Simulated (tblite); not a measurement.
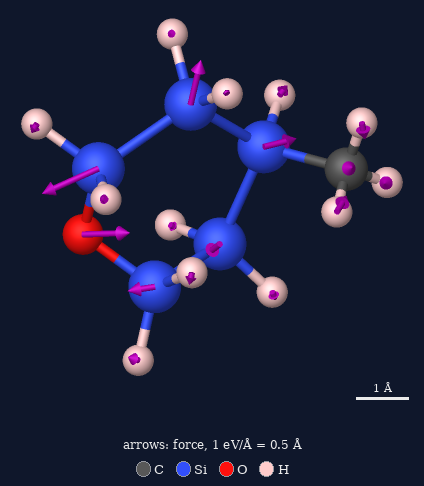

Starting geometry of CH₁₂OSi₅ with the computed forces as purple arrows. A ball-and-stick model, seen at a tilt.

Method: GFN2-xTB geometry optimisation, gas phase (tblite). 

What follows when this structure is relaxed?

It isn't relaxed: the largest force vector, on a Si atom, is 2.41 eV/Å. The final displacements have little in common with the starting forces (cosine between the two patterns 0.23). The largest move after the best rigid fit is that of an H atom, 1.62 Å. By element the largest moves are H 1.62 Å, O 0.85 Å, Si 0.58 Å, C 0.20 Å. Some distances before and after: Si–Si 2.765 → 3.198 Å, Si–Si 2.217 → 2.347 Å, Si–Si 2.201 → 2.312 Å, O–Si 1.709 → 1.629 Å. Bond angles that change, for instance: Si–O–Si 108.9° → 158.1°, O–Si–H 113.6° → 102.9°, O–Si–Si 116.3° → 105.7°. Groups turn about Si–Si by about 55°, O–Si by about 50°, Si–Si by about 30°. The energy falls by 127.1 kJ/mol in 183 geometry steps.
